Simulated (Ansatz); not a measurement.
# CH₇FSi (SMILES F.C[SiH3]): Born-Oppenheimer dynamics

The task is to watch the atoms for 60 steps of 0.5 fs, started with velocities for 100 K and run with a Langevin thermostat.

Computed with Ansatz 0.2.0, Gaussian basis. Level: PBE0-D4/def2-SVP.

## 1. Starting geometry

The start, a pair relaxed at PBE0-D4: SMILES `F.C[SiH3]`, 10 atoms, charge 0, spin multiplicity 1.

Atoms are counted from 1 here; the program's logs count them from 0.

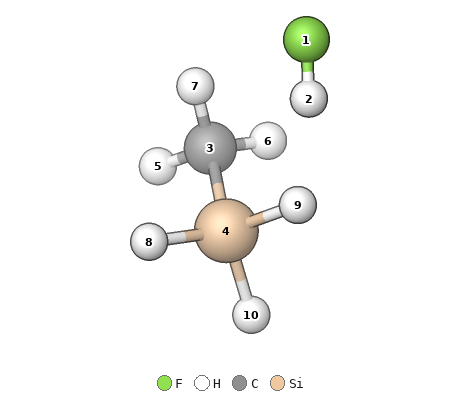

The starting geometry (fluorine green, hydrogen white, carbon grey, silicon light orange); atoms are numbered from 1 in the order of the file.

As a file:

```xyz
10

F    -0.60530    1.03446   -2.47194
H    -0.77910    0.27510   -1.96735
C     0.32287    0.76821    0.86153
Si    0.05857   -0.99007    0.30144
H     1.01150    0.80051    1.70866
H    -0.62082    1.22199    1.17159
H     0.74028    1.37146    0.05287
H     1.32359   -1.63148   -0.13816
H    -0.87611   -1.02539   -0.87275
H    -0.57548   -1.82458    1.35410
```

## 2. The run

md/in.yaml

```yaml
crystal:
  periodic: [false, false, false]
  atoms:
    - {symbol: F, position_ang: [-0.605301, 1.034457, -2.471940]}
    - {symbol: H, position_ang: [-0.779103, 0.275102, -1.967353]}
    - {symbol: C, position_ang: [0.322872, 0.768213, 0.861531]}
    - {symbol: Si, position_ang: [0.058572, -0.990071, 0.301444]}
    - {symbol: H, position_ang: [1.011504, 0.800507, 1.708661]}
    - {symbol: H, position_ang: [-0.620819, 1.221992, 1.171595]}
    - {symbol: H, position_ang: [0.740278, 1.371455, 0.052872]}
    - {symbol: H, position_ang: [1.323588, -1.631482, -0.138159]}
    - {symbol: H, position_ang: [-0.876112, -1.025387, -0.872747]}
    - {symbol: H, position_ang: [-0.575477, -1.824585, 1.354095]}
basis:
  gaussian: {orbitals: def2-SVP}
hamiltonian: {xc: pbe0, dispersion: d4}
md: {n_steps: 60, timestep: 0.5, temperature: 100, ensemble: nvt_langevin, seed: 774, friction: 0.01, initial_velocities: maxwell_boltzmann}
```

The run is started by

```
ansatz run in.yaml --threads 4 --pin off --events-out ev --progress --plain --max-ram 9574MiB
```

The log of the run, cut to the lines that bear on the results:

```text
Functional definition: PBE0
  name "PBE0"
  cite "Adamo & Barone, J. Chem. Phys. 110, 6158 (1999) doi:10.1063/1.478522"
  cite "Perdew, Burke & Ernzerhof, Phys. Rev. Lett. 77, 3865 (1996) doi:10.1103/PhysRevLett.77.3865"
  parent pbe
[...]
861 factors; integrals over basis functions are off by at most 3.4e-4 eV
[...]
mean field -11732.68036606 eV, -431.1680507564 hartree, gradient 2.0e-5 eV, S^2 0.000000; 0 other end points of the search recorded, 0 dependent functions left out
[...]
reference -11732.68038989 eV, -431.1680516319 hartree; 18, 18 occupied and 63, 63 virtual orbitals, 861 factors
md step     0: t =     0.00 fs  T =    90.0 K  F+E_penalty+E_count = -11732.78873055 eV  E_kin = 0.116334 eV  (22 SCF iters)
[...]
md step    15: t =     7.50 fs  T =    29.6 K  F+E_penalty+E_count = -11732.72434829 eV  E_kin = 0.038198 eV  (21 SCF iters)
[...]
md step    30: t =    15.00 fs  T =    43.9 K  F+E_penalty+E_count = -11732.72243725 eV  E_kin = 0.056719 eV  (20 SCF iters)
[...]
md step    45: t =    22.50 fs  T =    83.5 K  F+E_penalty+E_count = -11732.75288363 eV  E_kin = 0.107953 eV  (23 SCF iters)
[...]
md step    59: t =    29.50 fs  T =    28.4 K  F+E_penalty+E_count = -11732.69726604 eV  E_kin = 0.036700 eV  (22 SCF iters)
[...]
md step    60: t =    30.00 fs  T =    26.2 K  F+E_penalty+E_count = -11732.69377762 eV  E_kin = 0.033909 eV  (22 SCF iters)
Total energy: -11732.69380163 eV, -431.1685445044 hartree
Atom 0 at    -0.619146     0.984202    -2.462527 Å, force    -0.244442    -0.236363     0.446656 eV/Å
Atom 1 at    -1.083799     0.485785    -1.822977 Å, force     0.318407     0.232087    -0.419501 eV/Å
Atom 2 at     0.298718     0.734036     0.875687 Å, force     0.515547    -0.498156     0.606059 eV/Å
Atom 3 at     0.077429    -1.011536     0.265699 Å, force    -0.712837     0.107869     0.255359 eV/Å
Atom 4 at     1.045687     0.746814     1.676051 Å, force     0.400475    -0.089059     0.050721 eV/Å
Atom 5 at    -0.572642     1.154377     1.365715 Å, force    -0.688187     0.229453    -0.207208 eV/Å
Atom 6 at     0.667206     1.351131     0.069159 Å, force     0.020049     0.590177    -0.469703 eV/Å
Atom 7 at     1.339370    -1.662973    -0.087360 Å, force     0.471827    -0.130187    -0.270701 eV/Å
Atom 8 at    -0.863850    -1.022682    -0.887504 Å, force    -0.035099    -0.019846    -0.323513 eV/Å
Atom 9 at    -0.619176    -1.856869     1.258318 Å, force    -0.045741    -0.185975     0.331832 eV/Å
Dipole moment:    -0.052081    -0.064512     0.381588 e Å
```

It took 47 s on 4 threads of Arm Neoverse V1, shared host.

## 3. Frames and traces

One row in 3 steps:

| time (fs) | T (K) | potential (meV) | potential + kinetic (meV) | Si4–H8 (Å) | C3–H7 (Å) | Si4–H10 (Å) |
| --- | --- | --- | --- | --- | --- | --- |
| 0.00 | 90 | 0.0 | 0.0 | 1.485 | 1.092 | 1.485 |
| 1.50 | 76 | 8.8 | -9.1 | 1.480 | 1.114 | 1.481 |
| 3.00 | 55 | 37.9 | -7.4 | 1.480 | 1.124 | 1.485 |
| 4.50 | 42 | 47.4 | -15.3 | 1.486 | 1.114 | 1.492 |
| 6.00 | 47 | 49.5 | -6.2 | 1.494 | 1.092 | 1.504 |
| 7.50 | 30 | 64.4 | -13.8 | 1.502 | 1.074 | 1.515 |
| 9.00 | 41 | 57.0 | -6.9 | 1.505 | 1.079 | 1.516 |
| 10.50 | 66 | 33.3 | 1.8 | 1.504 | 1.101 | 1.508 |
| 12.00 | 69 | 29.6 | 1.8 | 1.495 | 1.123 | 1.495 |
| 13.50 | 57 | 54.3 | 12.0 | 1.483 | 1.130 | 1.480 |
| 15.00 | 44 | 66.3 | 6.7 | 1.476 | 1.120 | 1.470 |
| 16.50 | 56 | 59.6 | 15.8 | 1.475 | 1.100 | 1.471 |
| 18.00 | 64 | 61.0 | 27.9 | 1.480 | 1.082 | 1.484 |
| 19.50 | 61 | 62.7 | 25.7 | 1.494 | 1.080 | 1.496 |
| 21.00 | 79 | 43.4 | 28.8 | 1.508 | 1.097 | 1.506 |
| 22.50 | 84 | 35.8 | 27.5 | 1.519 | 1.119 | 1.513 |
| 24.00 | 69 | 44.5 | 17.6 | 1.518 | 1.129 | 1.511 |
| 25.50 | 66 | 51.1 | 20.5 | 1.505 | 1.119 | 1.508 |
| 27.00 | 60 | 58.6 | 19.5 | 1.489 | 1.095 | 1.499 |
| 28.50 | 38 | 77.8 | 10.0 | 1.472 | 1.079 | 1.488 |
| 30.00 | 26 | 95.0 | 12.5 | 1.463 | 1.080 | 1.478 |

Energies count from the start.

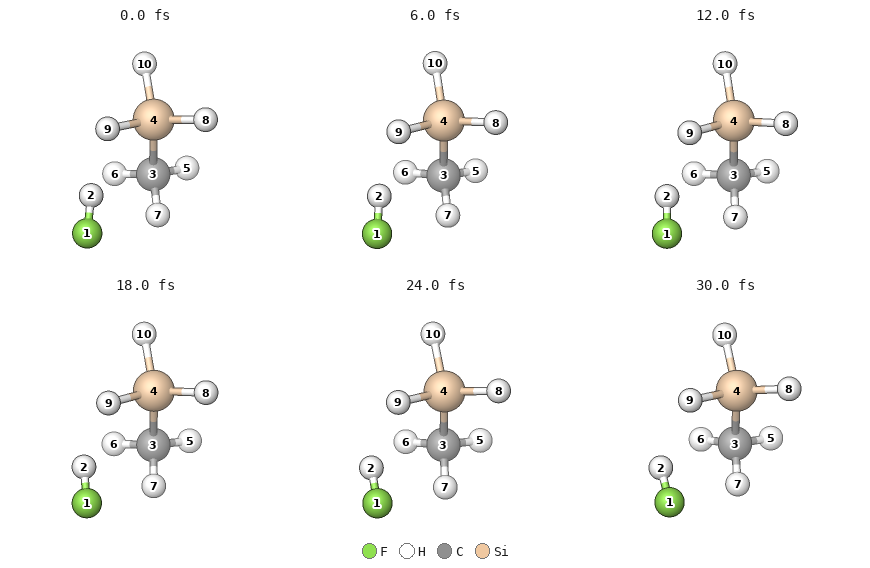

Six frames.

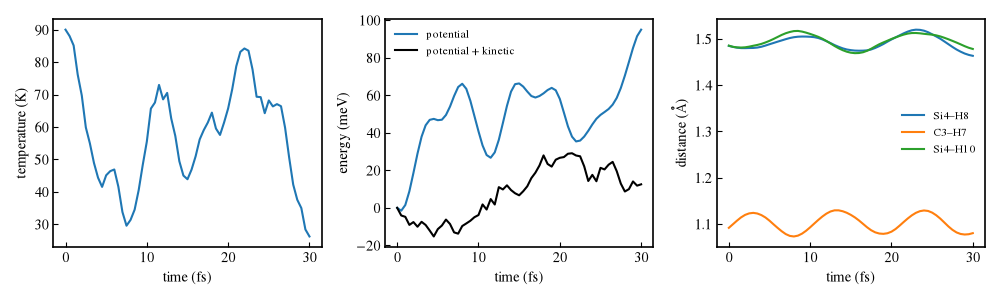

Temperature, energies and the distances followed.

Positions (Å) and forces (eV/Å) at 12.00 fs:

```xyz
10

F    -0.617    1.018   -2.463    0.056    0.052    0.064
H    -0.885    0.349   -1.882   -0.003   -0.035   -0.039
C     0.331    0.779    0.892   -0.444    0.188   -0.833
Si    0.064   -0.998    0.289    0.521    0.313    0.187
H     1.028    0.865    1.731    0.153   -0.071    0.087
H    -0.642    1.209    1.200    0.175   -0.050    0.034
H     0.692    1.403    0.032   -0.137   -0.407    0.535
H     1.351   -1.587   -0.191   -0.018   -0.048    0.095
H    -0.805   -0.995   -0.920   -0.312   -0.004   -0.097
H    -0.568   -1.893    1.307    0.010    0.062   -0.034
```

Positions (Å) and forces (eV/Å) at 30.00 fs:

```xyz
10

F    -0.619    0.984   -2.463   -0.244   -0.236    0.447
H    -1.084    0.486   -1.823    0.318    0.232   -0.420
C     0.299    0.734    0.876    0.516   -0.498    0.606
Si    0.077   -1.012    0.266   -0.713    0.108    0.255
H     1.046    0.747    1.676    0.400   -0.089    0.051
H    -0.573    1.154    1.366   -0.688    0.229   -0.207
H     0.667    1.351    0.069    0.020    0.590   -0.470
H     1.339   -1.663   -0.087    0.472   -0.130   -0.271
H    -0.864   -1.023   -0.888   -0.035   -0.020   -0.324
H    -0.619   -1.857    1.258   -0.046   -0.186    0.332
```

## 4. Results

| quantity | value |
| --- | --- |
| length | 60 steps, 30.0 fs |
| temperature at the start | 90 K |
| mean temperature, second half | 60 K |
| lowest and highest potential energy, from the first frame | -2 and 95 meV |
| largest change of potential + kinetic | 29.1 meV |

What this shows: The thermostat trades energy with the molecule, so the sum of potential and kinetic energy isn't conserved: it changes by +13 meV over the run. The mean temperature of the second half is still well below the 100 K set. With 10 atoms the instant temperature spans 26 to 90 K. The molecule keeps its bonds. Under Langevin the temperature counts 3N degrees of freedom, more than the drawn velocities fill, so it starts at 90 K, not 100 K.
